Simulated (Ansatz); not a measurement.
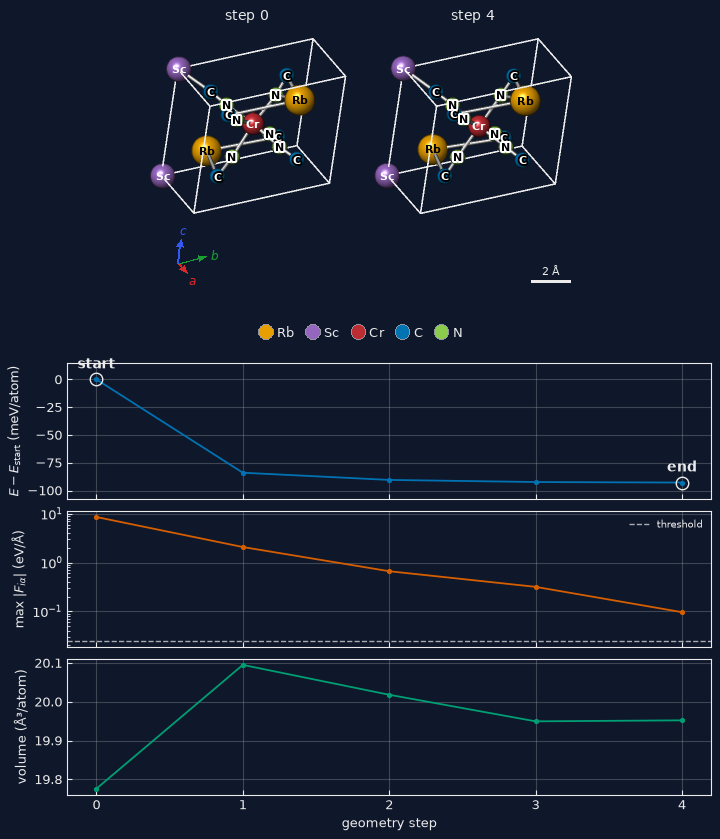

First and last geometry of a relaxation of a crystal of Rb2ScCrC6N6 (a generated structure, set up in P1) (coarse preliminary run), with the history of the run. Style: ball-and-stick. Shown: the cell of the calculation, reduced to other axes, slightly off an axis. Lengths and directions refer to the drawn axes.

The calculation used Ansatz 0.2.0, DFT PBE, scalar-relativistic, plane waves, PAW.

Input
```yaml
crystal:
  lattice:
    - [-0.0590496902, 5.4572615535, 5.4079364876]
    - [5.3245710122, 0.0233935131, 5.3254932843]
    - [5.3999446867, 5.4501920246, -0.0519801613]
  atoms:
    - { symbol: Rb, position: [0.244885966, 0.2501009931, 0.246357458] }
    - { symbol: Rb, position: [0.7491868596, 0.7472731695, 0.7547680848] }
    - { symbol: Sc, position: [1.005030634, 0.0123802658, -0.0103677311], spin: -0.14 }
    - { symbol: Cr, position: [0.4877661238, 0.4956203518, 0.4979199936], spin: 1.27 }
    - { symbol: C, position: [0.7873744855, 0.2058158636, 0.2139718944] }
    - { symbol: C, position: [0.21057478, 0.7801427498, 0.2181144133] }
    - { symbol: C, position: [0.2087796507, 0.2180650092, 0.7761109831] }
    - { symbol: C, position: [0.2147209112, 0.7951756988, 0.7896146643] }
    - { symbol: C, position: [0.7892646795, 0.1970189138, 0.7988630253] }
    - { symbol: C, position: [0.791853386, 0.7854131962, 0.2143158307] }
    - { symbol: "N", position: [0.6888849281, 0.3223093818, 0.3140125493] }
    - { symbol: "N", position: [0.3257458272, 0.6858301426, 0.3109277225] }
    - { symbol: "N", position: [0.3236255983, 0.3120650495, 0.6733973452] }
    - { symbol: "N", position: [0.3178433716, 0.6853686983, 0.6931725124] }
    - { symbol: "N", position: [0.6744440453, 0.3331962433, 0.6789317648] }
    - { symbol: "N", position: [0.6800187535, 0.6742242729, 0.3298894892] }
basis:
  ecutwfc: 420
kpoints:
  mp_grid: { grid: [4, 4, 4] }
hamiltonian:
  xc: pbe
scf:
  occupations: { method: gaussian, width: 0.2 }
  lower_state_search: "off"
output:
  forces: true
  stress: true
  eigenvalues: true
  populations: true
magnetization:
  spin_polarized: true
relax:
  adjacent_minimum: "off"
  f_tol: 0.025
  max_steps: 60
  cell: { stress_tol: 0.25 }
```

Run as
```bash
ansatz run input.yaml --threads 1 --pin off --max-ram 2560MiB --backend cpu --events-out ev --progress --plain --runs-dir out
```

> What do the curves and the structures tell?

The run was cut off at its time limit before the relaxation converged, so the last structure is only a point on the way. After 4 geometry steps the energy has fallen by 92.8 meV per atom. The largest force component goes from 8.6 to 0.096 eV/Å. The pressure goes from 2.51 to −0.02 GPa. The atom that moves furthest relative to the cell is Cr4 (0.13 Å roughly along [3 0 −2]). Largest moves by element: Cr 0.13 Å, N 0.12 Å, Sc 0.09 Å, C 0.09 Å, Rb 0.08 Å. Cell: a 7.531 → 7.634 Å (+1.4 %), b 7.640 → 7.623 Å (−0.2 %), c 7.650 → 7.711 Å (+0.8 %), α 60.7° → 60.3°, β 60.8° → 60.5°, γ 60.8° → 60.0°. Volume +0.9 %. Among the contacts that change: Rb2–C9 3.735 → 3.875 Å, Cr4–N14 2.081 → 1.949 Å, Rb1–C6 3.769 → 3.884 Å, C9–N15 1.285 → 1.181 Å. Among the angles between lasting bonds that change: Sc3–C9–N15 169.5° → 179.5°, N11–Cr4–N14 170.1° → 179.9°, Cr4–N15–C9 169.0° → 178.1°. The space group stays P1 (No. 1). Cost: 9.7 min on 1 thread of Intel(R) Xeon(R) 6975P-C (Granite Rapids), on a shared host, peak memory 1.5 GiB.
